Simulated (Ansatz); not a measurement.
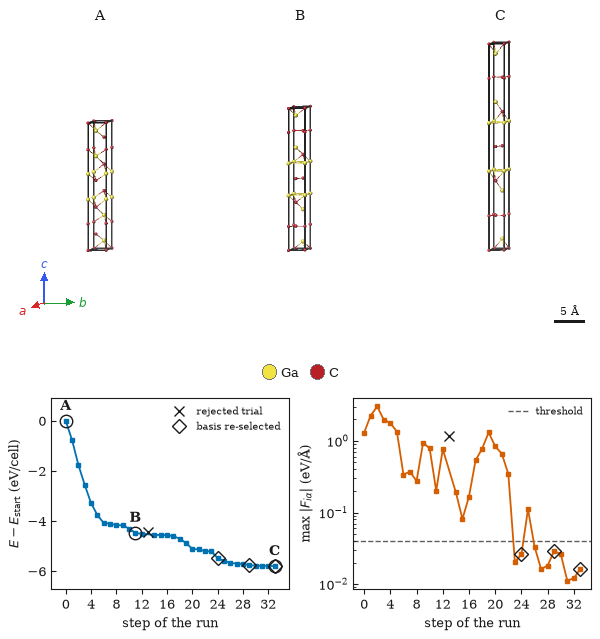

Frames of a relaxation of solid Ga2C3 (built on the tetradymite_166 type) (coarse preliminary run), marked on the history of the run. A ball-and-stick model of the conventional cell (3 times the calculation's cell), seen slightly off an axis. Lengths and directions refer to the drawn axes.

Case: tetradymite type (R-3m, No. 166).

Computed with DFT PBE, scalar-relativistic, plane waves, PAW (Ansatz).

Input file:
```yaml
crystal:
  lattice:
    - [1.54029274, 0.889288428, 7.140038172]
    - [-1.54029274, 0.889288428, 7.140038172]
    - [0.0, -1.7785768561, 7.140038172]
  atoms:
    - { symbol: Ga, position: [0.4, 0.4, 0.4] }
    - { symbol: Ga, position: [0.6, 0.6, 0.6] }
    - { symbol: C, position: [0.0, 0.0, 0.0] }
    - { symbol: C, position: [0.2095, 0.2095, 0.2095] }
    - { symbol: C, position: [0.7905, 0.7905, 0.7905] }
basis:
  ecutwfc: 420
kpoints:
  mp_grid: { grid: [6, 6, 6] }
hamiltonian:
  xc: pbe
scf:
  occupations: { method: gaussian, width: 0.1 }
  lower_state_search: "off"
output:
  forces: true
  stress: true
  eigenvalues: true
relax:
  adjacent_minimum: "off"
  f_tol: 0.04
  max_steps: 70
  cell: { stress_tol: 0.4 }
```

Launched with:
```bash
ansatz run input.yaml --threads 1 --pin off --max-ram 2560MiB --backend cpu --events-out ev --progress --plain --runs-dir out
```

> What happens along the run?

The energy falls by 5.793 eV per cell of the calculation in 29 accepted moves (33 points after the start). Largest force component: 1.3 eV/Å at the start, 0.016 eV/Å at the end. The pressure goes from −10.36 to 0.06 GPa. The line search rejected the trial step at point 13 of the run. At 3 points the geometry stayed and the basis and grid were re-selected for the new cell (energy shift of 0.258 eV per cell of the calculation at most each time). The largest moves relative to the cell, 1.48 Å, are those of C4 and C5. C4 goes along −c. Largest moves by element: C 1.48 Å, Ga 0.58 Å. The volume changes by +13.8 %, with a = b 3.081 → 2.585 Å (−16.1 %), c 21.420 → 34.624 Å (+61.6 %). Some distances before and after: Ga1–C5 2.159 → 4.310 Å, C4–C5 2.555 → 1.492 Å, Ga1–Ga1 3.081 → 2.585 Å. New bonds form: C4–C5 (2.56 → 1.49 Å). Bonds break: Ga1–C5 (2.16 → 4.31 Å), Ga2–C4 (2.16 → 4.31 Å). Bond angles that change, for instance: C3–Ga2–C3 85.0° → 69.0°, Ga1–C3–Ga1 85.0° → 69.0°, Ga1–C3–Ga2 95.0° → 111.0°. The space group stays R-3m (No. 166). Cost: 3.7 min on 1 thread of Intel(R) Xeon(R) Platinum 8259CL CPU @ 2.50GHz (Skylake/Cascade Lake), with other jobs on the host, peak memory 0.42 GiB. From step 0 to 11: C atoms move most (1.00 Å), volume −8.4 %, energy −4.462 eV per cell of the calculation. From step 11 to 33: Ga atoms move most (0.13 Å), volume +24.2 %, energy −1.331 eV per cell of the calculation.

```tsv
step	E − E(0), meV/atom	largest force component, eV/Å	pressure, GPa	volume, Å³/atom	note
0	0.00	1.2995	-10.36	11.736	
1	-153.59	2.2604	-9.98	11.122	
2	-351.55	3.0286	-9.23	10.514	
3	-510.07	1.9733	-3.92	9.836	
4	-655.75	1.7767	5.25	9.209	
5	-750.64	1.3511	9.40	9.093	
6	-814.28	0.3391	3.98	9.452	
7	-818.33	0.3717	3.04	9.525	
8	-831.21	0.2748	0.42	9.744	
9	-831.95	0.9454	1.17	9.837	
10	-858.39	0.7847	-1.07	10.266	
11	-892.40	0.2014	-0.75	10.754	
12	-900.35	0.7662	0.92	11.017	
14	-907.85	0.1911	0.57	11.051	
15	-909.74	0.0813	-0.03	11.236	
16	-910.37	0.1669	0.09	11.230	
17	-918.71	0.5332	1.33	11.039	
18	-938.40	0.7780	2.47	11.011	
20	-1019.99	0.8382	7.68	10.588	
21	-1024.78	0.6648	3.97	10.433	
22	-1037.69	0.3455	-2.96	10.978	
23	-1040.58	0.0204	0.02	10.796	
25	-1116.31	0.1113	2.79	11.143	
26	-1130.77	0.0334	1.36	11.564	
27	-1138.28	0.0162	0.43	11.968	
28	-1140.00	0.0182	-0.10	12.285	
29	-1150.49	0.0291	0.84	12.285	same geometry, new basis
31	-1155.17	0.0111	0.20	13.113	
32	-1154.77	0.0121	-0.04	13.359	
33	-1158.55	0.0163	0.06	13.359	same geometry, new basis
```

Limits of the set-up: layers or molecules are held without a dispersion correction, so their spacing is unreliable.
